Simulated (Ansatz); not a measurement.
## Molecular dynamics, with input and output: Si₂H₅ClF₂ (part 1 of 3)

- system: Si₂H₅ClF₂
- method: RKS PBE0-D4/6-31G* (Ansatz 0.2.0)

It belongs to a series of runs on one base structure; here: dynamics from the highest image of the converged band. Figures and captions count atoms from 1; the log counts them from 0 in places.

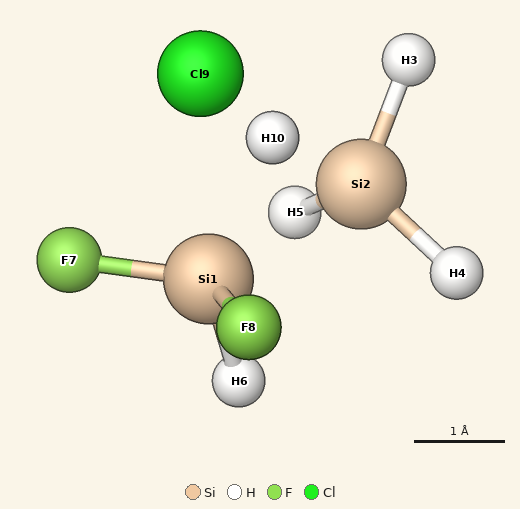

*The structure as given in the input (ball-and-stick view, seen at a tilt; atoms are numbered from 1 in the order of the input).*

Bond lengths as drawn: F–Si 1.59 Å and H–Si 1.48 to 1.49 Å.

## Input file
```yaml
crystal:
  periodic: [false, false, false]
  atoms:
    - { symbol: Si, position_ang: [-0.226322, 0.019037, 0.138301] }
    - { symbol: Si, position_ang: [-0.111822, 0.105437, 2.665537] }
    - { symbol: H, position_ang: [-1.176367, -0.155788, 3.666876] }
    - { symbol: H, position_ang: [0.997102, -0.873788, 2.775061] }
    - { symbol: H, position_ang: [0.363837, 1.509322, 2.723084] }
    - { symbol: H, position_ang: [1.19339, 0.404214, 0.363294] }
    - { symbol: F, position_ang: [-0.800977, 1.259668, -0.671499] }
    - { symbol: F, position_ang: [-0.09528, -1.375746, -0.611687] }
    - { symbol: Cl, position_ang: [-2.669823, -0.627386, 0.48594] }
    - { symbol: H, position_ang: [-1.354737, -0.253069, 1.431893] }
basis:
  gaussian: { orbitals: "6-31G*" }
hamiltonian:
  xc: pbe0
  dispersion: d4
md:
  timestep: 0.5
  n_steps: 166
  ensemble: nve
  temperature: 300.0
  initial_velocities: maxwell_boltzmann
  seed: 8871
```

Run as:
```bash
ansatz run input.yaml --threads 2 --pin off --max-ram 3072MiB --backend cpu --events-out ev --progress --plain --runs-dir out
```

## What the program printed
```
Engine: ansatz 0.2.0, aarch64-unknown-linux-gnu
Functional definition: PBE0
  parameter a = 0.25
  parameter kappa = 0.804
  parameter beta = 0.06672455060314922
  exchange = (1 - a)*pbe_x(kappa = kappa, mu = beta*pi^2/3) + a*exact_x
  correlation = pbe_c(beta = beta)
977 factors; integrals over basis functions are off by at most 7.0e-4 eV
mean field evaluation 1: about -33774.3170 eV, gradient 3.8e1 eV
mean field evaluation 2: about -33771.2322 eV, gradient 5.8e1 eV
mean field evaluation 4: about -33776.7187 eV, gradient 5.6e-1 eV
mean field evaluation 8: about -33776.7496 eV, gradient 3.5e-2 eV
mean field -33776.74957687 eV, -1241.2726522469 hartree, gradient 6.0e-5 eV, S^2 0.000000; 0 other end points of the search recorded, 0 dependent functions left out
the calculation of the forces begins
reference -33776.74960741 eV, -1241.2726533691 hartree; 34, 34 occupied and 63, 63 virtual orbitals, 977 factors
md step     0: t =     0.00 fs  T =   300.0 K  F+E_penalty+E_count = -33776.96210122 eV  E_kin = 0.310224 eV  conserved = -33776.65187722 eV  (24 SCF iters)
these checks for a lower state are left out or cut short: starts, cluster_reference, orbital_swaps, neighbouring_geometries, increment
977 factors; integrals over basis functions are off by at most 6.8e-4 eV
mean field evaluation 16: about -33776.7128 eV, gradient 5.8e-1 eV
mean field -33776.74424181 eV, -1241.2724561869 hartree, gradient 7.5e-6 eV, S^2 0.000000; 0 other end points of the search recorded, 0 dependent functions left out
the calculation of the forces begins
reference -33776.74427233 eV, -1241.2724573087 hartree; 34, 34 occupied and 63, 63 virtual orbitals, 977 factors
md step     1: t =     0.50 fs  T =   294.9 K  F+E_penalty+E_count = -33776.95680814 eV  E_kin = 0.304976 eV  conserved = -33776.65183210 eV  (23 SCF iters)
[... from here on the SCF iterations and repeated set-up lines of each step are left out, up to the last step ...]
md step     2: t =     1.00 fs  T =   280.4 K  F+E_penalty+E_count = -33776.94166987 eV  E_kin = 0.289980 eV  conserved = -33776.65169008 eV  (23 SCF iters)
md step     3: t =     1.50 fs  T =   258.7 K  F+E_penalty+E_count = -33776.91895248 eV  E_kin = 0.267479 eV  conserved = -33776.65147303 eV  (23 SCF iters)
md step     4: t =     2.00 fs  T =   232.9 K  F+E_penalty+E_count = -33776.89209011 eV  E_kin = 0.240869 eV  conserved = -33776.65122086 eV  (23 SCF iters)
md step     5: t =     2.50 fs  T =   207.0 K  F+E_penalty+E_count = -33776.86505433 eV  E_kin = 0.214069 eV  conserved = -33776.65098498 eV  (23 SCF iters)
md step     6: t =     3.00 fs  T =   184.5 K  F+E_penalty+E_count = -33776.84155235 eV  E_kin = 0.190737 eV  conserved = -33776.65081559 eV  (23 SCF iters)
md step     7: t =     3.50 fs  T =   167.8 K  F+E_penalty+E_count = -33776.82424918 eV  E_kin = 0.173503 eV  conserved = -33776.65074667 eV  (23 SCF iters)
md step     8: t =     4.00 fs  T =   158.1 K  F+E_penalty+E_count = -33776.81424349 eV  E_kin = 0.163459 eV  conserved = -33776.65078472 eV  (23 SCF iters)
md step     9: t =     4.50 fs  T =   154.8 K  F+E_penalty+E_count = -33776.81096231 eV  E_kin = 0.160054 eV  conserved = -33776.65090835 eV  (23 SCF iters)
md step    10: t =     5.00 fs  T =   156.1 K  F+E_penalty+E_count = -33776.81248384 eV  E_kin = 0.161406 eV  conserved = -33776.65107737 eV  (23 SCF iters)
md step    11: t =     5.50 fs  T =   159.5 K  F+E_penalty+E_count = -33776.81614604 eV  E_kin = 0.164897 eV  conserved = -33776.65124882 eV  (23 SCF iters)
md step    12: t =     6.00 fs  T =   162.3 K  F+E_penalty+E_count = -33776.81921768 eV  E_kin = 0.167830 eV  conserved = -33776.65138781 eV  (23 SCF iters)
md step    13: t =     6.50 fs  T =   162.4 K  F+E_penalty+E_count = -33776.81945343 eV  E_kin = 0.167980 eV  conserved = -33776.65147387 eV  (23 SCF iters)
md step    14: t =     7.00 fs  T =   158.5 K  F+E_penalty+E_count = -33776.81544374 eV  E_kin = 0.163946 eV  conserved = -33776.65149805 eV  (23 SCF iters)
md step    15: t =     7.50 fs  T =   150.2 K  F+E_penalty+E_count = -33776.80677467 eV  E_kin = 0.155315 eV  conserved = -33776.65145993 eV  (23 SCF iters)
md step    16: t =     8.00 fs  T =   138.0 K  F+E_penalty+E_count = -33776.79404711 eV  E_kin = 0.142683 eV  conserved = -33776.65136428 eV  (24 SCF iters)
md step    17: t =     8.50 fs  T =   123.4 K  F+E_penalty+E_count = -33776.77880103 eV  E_kin = 0.127580 eV  conserved = -33776.65122084 eV  (24 SCF iters)
md step    18: t =     9.00 fs  T =   108.6 K  F+E_penalty+E_count = -33776.76335003 eV  E_kin = 0.112304 eV  conserved = -33776.65104621 eV  (24 SCF iters)
md step    19: t =     9.50 fs  T =    96.4 K  F+E_penalty+E_count = -33776.75050141 eV  E_kin = 0.099636 eV  conserved = -33776.65086538 eV  (24 SCF iters)
md step    20: t =    10.00 fs  T =    89.4 K  F+E_penalty+E_count = -33776.74314268 eV  E_kin = 0.092431 eV  conserved = -33776.65071140 eV  (25 SCF iters)
md step    21: t =    10.50 fs  T =    90.0 K  F+E_penalty+E_count = -33776.74371762 eV  E_kin = 0.093099 eV  conserved = -33776.65061855 eV  (23 SCF iters)
md step    22: t =    11.00 fs  T =    99.7 K  F+E_penalty+E_count = -33776.75369103 eV  E_kin = 0.103078 eV  conserved = -33776.65061276 eV  (23 SCF iters)
md step    23: t =    11.50 fs  T =   118.4 K  F+E_penalty+E_count = -33776.77314978 eV  E_kin = 0.122447 eV  conserved = -33776.65070287 eV  (23 SCF iters)
md step    24: t =    12.00 fs  T =   144.9 K  F+E_penalty+E_count = -33776.80067710 eV  E_kin = 0.149802 eV  conserved = -33776.65087521 eV  (23 SCF iters)
md step    25: t =    12.50 fs  T =   176.5 K  F+E_penalty+E_count = -33776.83356618 eV  E_kin = 0.182468 eV  conserved = -33776.65109868 eV  (23 SCF iters)
md step    26: t =    13.00 fs  T =   209.8 K  F+E_penalty+E_count = -33776.86831836 eV  E_kin = 0.216987 eV  conserved = -33776.65133135 eV  (29 SCF iters)
md step    27: t =    13.50 fs  T =   241.5 K  F+E_penalty+E_count = -33776.90130106 eV  E_kin = 0.249770 eV  conserved = -33776.65153141 eV  (30 SCF iters)
md step    28: t =    14.00 fs  T =   268.6 K  F+E_penalty+E_count = -33776.92940889 eV  E_kin = 0.277743 eV  conserved = -33776.65166573 eV  (29 SCF iters)
md step    29: t =    14.50 fs  T =   289.0 K  F+E_penalty+E_count = -33776.95060240 eV  E_kin = 0.298890 eV  conserved = -33776.65171222 eV  (29 SCF iters)
md step    30: t =    15.00 fs  T =   302.3 K  F+E_penalty+E_count = -33776.96425558 eV  E_kin = 0.312591 eV  conserved = -33776.65166427 eV  (29 SCF iters)
md step    31: t =    15.50 fs  T =   309.2 K  F+E_penalty+E_count = -33776.97125867 eV  E_kin = 0.319726 eV  conserved = -33776.65153256 eV  (29 SCF iters)
md step    32: t =    16.00 fs  T =   311.9 K  F+E_penalty+E_count = -33776.97384405 eV  E_kin = 0.322499 eV  conserved = -33776.65134526 eV  (29 SCF iters)
md step    33: t =    16.50 fs  T =   313.3 K  F+E_penalty+E_count = -33776.97512651 eV  E_kin = 0.323980 eV  conserved = -33776.65114673 eV  (30 SCF iters)
md step    34: t =    17.00 fs  T =   316.6 K  F+E_penalty+E_count = -33776.97840344 eV  E_kin = 0.327416 eV  conserved = -33776.65098704 eV  (30 SCF iters)
md step    35: t =    17.50 fs  T =   324.4 K  F+E_penalty+E_count = -33776.98636664 eV  E_kin = 0.335459 eV  conserved = -33776.65090742 eV  (30 SCF iters)
md step    36: t =    18.00 fs  T =   338.0 K  F+E_penalty+E_count = -33777.00045359 eV  E_kin = 0.349527 eV  conserved = -33776.65092617 eV  (30 SCF iters)
md step    37: t =    18.50 fs  T =   357.3 K  F+E_penalty+E_count = -33777.02055536 eV  E_kin = 0.369523 eV  conserved = -33776.65103209 eV  (30 SCF iters)
md step    38: t =    19.00 fs  T =   381.0 K  F+E_penalty+E_count = -33777.04517268 eV  E_kin = 0.393982 eV  conserved = -33776.65119089 eV  (29 SCF iters)
md step    39: t =    19.50 fs  T =   406.7 K  F+E_penalty+E_count = -33777.07192265 eV  E_kin = 0.420561 eV  conserved = -33776.65136196 eV  (25 SCF iters)
md step    40: t =    20.00 fs  T =   431.9 K  F+E_penalty+E_count = -33777.09815812 eV  E_kin = 0.446644 eV  conserved = -33776.65151390 eV  (29 SCF iters)
md step    41: t =    20.50 fs  T =   454.3 K  F+E_penalty+E_count = -33777.12146466 eV  E_kin = 0.469832 eV  conserved = -33776.65163237 eV  (30 SCF iters)
md step    42: t =    21.00 fs  T =   472.1 K  F+E_penalty+E_count = -33777.13991977 eV  E_kin = 0.488203 eV  conserved = -33776.65171672 eV  (30 SCF iters, 3 dispersion substeps)
md step    43: t =    21.50 fs  T =   483.9 K  F+E_penalty+E_count = -33777.15215810 eV  E_kin = 0.500391 eV  conserved = -33776.65176678 eV  (30 SCF iters, 3 dispersion substeps)
md step    44: t =    22.00 fs  T =   489.0 K  F+E_penalty+E_count = -33777.15739574 eV  E_kin = 0.505618 eV  conserved = -33776.65177753 eV  (29 SCF iters, 3 dispersion substeps)
md step    45: t =    22.50 fs  T =   487.2 K  F+E_penalty+E_count = -33777.15552834 eV  E_kin = 0.503793 eV  conserved = -33776.65173525 eV  (29 SCF iters, 3 dispersion substeps)
md step    46: t =    23.00 fs  T =   479.4 K  F+E_penalty+E_count = -33777.14733575 eV  E_kin = 0.495711 eV  conserved = -33776.65162436 eV  (29 SCF iters, 3 dispersion substeps)
md step    47: t =    23.50 fs  T =   467.3 K  F+E_penalty+E_count = -33777.13469386 eV  E_kin = 0.483253 eV  conserved = -33776.65144042 eV  (29 SCF iters, 3 dispersion substeps)
md step    48: t =    24.00 fs  T =   454.0 K  F+E_penalty+E_count = -33777.12062018 eV  E_kin = 0.469423 eV  conserved = -33776.65119764 eV  (23 SCF iters, 3 dispersion substeps)
md step    49: t =    24.50 fs  T =   443.0 K  F+E_penalty+E_count = -33777.10901592 eV  E_kin = 0.458081 eV  conserved = -33776.65093471 eV  (24 SCF iters, 3 dispersion substeps)
md step    50: t =    25.00 fs  T =   438.4 K  F+E_penalty+E_count = -33777.10405853 eV  E_kin = 0.453353 eV  conserved = -33776.65070559 eV  (25 SCF iters, 3 dispersion substeps)
md step    51: t =    25.50 fs  T =   443.7 K  F+E_penalty+E_count = -33777.10936672 eV  E_kin = 0.458802 eV  conserved = -33776.65056442 eV  (24 SCF iters, 3 dispersion substeps)
md step    52: t =    26.00 fs  T =   460.9 K  F+E_penalty+E_count = -33777.12717293 eV  E_kin = 0.476626 eV  conserved = -33776.65054731 eV  (23 SCF iters, 3 dispersion substeps)
md step    53: t =    26.50 fs  T =   490.4 K  F+E_penalty+E_count = -33777.15777209 eV  E_kin = 0.507113 eV  conserved = -33776.65065939 eV  (24 SCF iters, 3 dispersion substeps)
md step    54: t =    27.00 fs  T =   530.5 K  F+E_penalty+E_count = -33777.19943495 eV  E_kin = 0.548560 eV  conserved = -33776.65087479 eV  (24 SCF iters, 3 dispersion substeps)
md step    55: t =    27.50 fs  T =   578.0 K  F+E_penalty+E_count = -33777.24880708 eV  E_kin = 0.597664 eV  conserved = -33776.65114332 eV  (30 SCF iters, 3 dispersion substeps)
md step    56: t =    28.00 fs  T =   628.8 K  F+E_penalty+E_count = -33777.30167273 eV  E_kin = 0.650266 eV  conserved = -33776.65140702 eV  (30 SCF iters, 3 dispersion substeps)
md step    57: t =    28.50 fs  T =   679.1 K  F+E_penalty+E_count = -33777.35385937 eV  E_kin = 0.702247 eV  conserved = -33776.65161273 eV  (30 SCF iters, 3 dispersion substeps)
md step    58: t =    29.00 fs  T =   725.6 K  F+E_penalty+E_count = -33777.40207046 eV  E_kin = 0.750348 eV  conserved = -33776.65172216 eV  (26 SCF iters, 3 dispersion substeps)
md step    59: t =    29.50 fs  T =   766.6 K  F+E_penalty+E_count = -33777.44448196 eV  E_kin = 0.792762 eV  conserved = -33776.65171952 eV  (29 SCF iters, 3 dispersion substeps)
md step    60: t =    30.00 fs  T =   802.1 K  F+E_penalty+E_count = -33777.48099835 eV  E_kin = 0.829385 eV  conserved = -33776.65161310 eV  (29 SCF iters, 3 dispersion substeps)
md step    61: t =    30.50 fs  T =   833.3 K  F+E_penalty+E_count = -33777.51312917 eV  E_kin = 0.861695 eV  conserved = -33776.65143368 eV  (30 SCF iters, 3 dispersion substeps)
md step    62: t =    31.00 fs  T =   862.9 K  F+E_penalty+E_count = -33777.54350664 eV  E_kin = 0.892276 eV  conserved = -33776.65123097 eV  (29 SCF iters, 3 dispersion substeps)
md step    63: t =    31.50 fs  T =   893.6 K  F+E_penalty+E_count = -33777.57513339 eV  E_kin = 0.924075 eV  conserved = -33776.65105876 eV  (29 SCF iters, 3 dispersion substeps)
md step    64: t =    32.00 fs  T =   928.0 K  F+E_penalty+E_count = -33777.61055513 eV  E_kin = 0.959594 eV  conserved = -33776.65096108 eV  (29 SCF iters, 3 dispersion substeps)
md step    65: t =    32.50 fs  T =   967.3 K  F+E_penalty+E_count = -33777.65118739 eV  E_kin = 1.000229 eV  conserved = -33776.65095886 eV  (29 SCF iters, 3 dispersion substeps)
md step    66: t =    33.00 fs  T =  1011.5 K  F+E_penalty+E_count = -33777.69699648 eV  E_kin = 1.045953 eV  conserved = -33776.65104384 eV  (28 SCF iters, 3 dispersion substeps)
md step    67: t =    33.50 fs  T =  1059.3 K  F+E_penalty+E_count = -33777.74661143 eV  E_kin = 1.095425 eV  conserved = -33776.65118644 eV  (29 SCF iters, 3 dispersion substeps)
md step    68: t =    34.00 fs  T =  1108.6 K  F+E_penalty+E_count = -33777.79777370 eV  E_kin = 1.146426 eV  conserved = -33776.65134790 eV  (29 SCF iters, 3 dispersion substeps)
md step    69: t =    34.50 fs  T =  1157.0 K  F+E_penalty+E_count = -33777.84793511 eV  E_kin = 1.196443 eV  conserved = -33776.65149192 eV  (30 SCF iters, 3 dispersion substeps)
md step    70: t =    35.00 fs  T =  1202.2 K  F+E_penalty+E_count = -33777.89481192 eV  E_kin = 1.243218 eV  conserved = -33776.65159422 eV  (29 SCF iters, 3 dispersion substeps)
md step    71: t =    35.50 fs  T =  1242.8 K  F+E_penalty+E_count = -33777.93677056 eV  E_kin = 1.285126 eV  conserved = -33776.65164441 eV  (30 SCF iters, 3 dispersion substeps)
md step    72: t =    36.00 fs  T =  1277.8 K  F+E_penalty+E_count = -33777.97301773 eV  E_kin = 1.321378 eV  conserved = -33776.65163991 eV  (30 SCF iters, 3 dispersion substeps)
md step    73: t =    36.50 fs  T =  1307.5 K  F+E_penalty+E_count = -33778.00364359 eV  E_kin = 1.352059 eV  conserved = -33776.65158488 eV  (29 SCF iters, 3 dispersion substeps)
md step    74: t =    37.00 fs  T =  1332.7 K  F+E_penalty+E_count = -33778.02956695 eV  E_kin = 1.378081 eV  conserved = -33776.65148604 eV  (30 SCF iters, 3 dispersion substeps)
md step    75: t =    37.50 fs  T =  1354.9 K  F+E_penalty+E_count = -33778.05242626 eV  E_kin = 1.401074 eV  conserved = -33776.65135233 eV  (29 SCF iters, 3 dispersion substeps)
md step    76: t =    38.00 fs  T =  1376.3 K  F+E_penalty+E_count = -33778.07441966 eV  E_kin = 1.423222 eV  conserved = -33776.65119737 eV  (25 SCF iters, 3 dispersion substeps)
md step    77: t =    38.50 fs  T =  1399.3 K  F+E_penalty+E_count = -33778.09807097 eV  E_kin = 1.447029 eV  conserved = -33776.65104186 eV  (29 SCF iters, 3 dispersion substeps)
md step    78: t =    39.00 fs  T =  1426.4 K  F+E_penalty+E_count = -33778.12589803 eV  E_kin = 1.474986 eV  conserved = -33776.65091153 eV  (29 SCF iters, 3 dispersion substeps)
```
